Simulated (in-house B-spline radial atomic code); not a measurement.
System: Ag⁺ (Z = 47, 46 electrons), configuration [Kr] 4d10. All runs are scalar-relativistic, spin-polarised and spherical, computed with an in-house B-spline radial code (spin-free X2C). Hartree-Fock is the average over the configuration. Wanted, and plotted below: the mean radius (bohr) of the 4d orbital by 8 methods.

The most compact is Hartree-Fock (1.367) and the most diffuse LDA (PW92) (1.389), a spread of 1.6 %. In order (bohr): Hartree-Fock (1.367), LC-wPBE (1.378), HSE06 (1.380), revTPSS (1.383), CAM-B3LYP (1.384), PBEsol (1.387), PBE (1.387), LDA (PW92) (1.389).

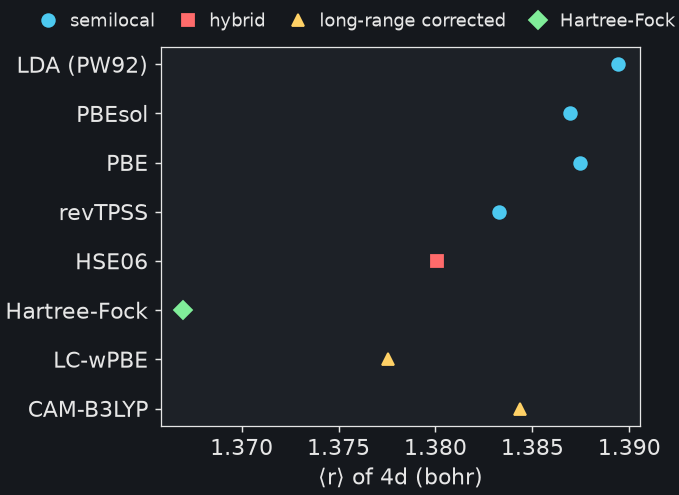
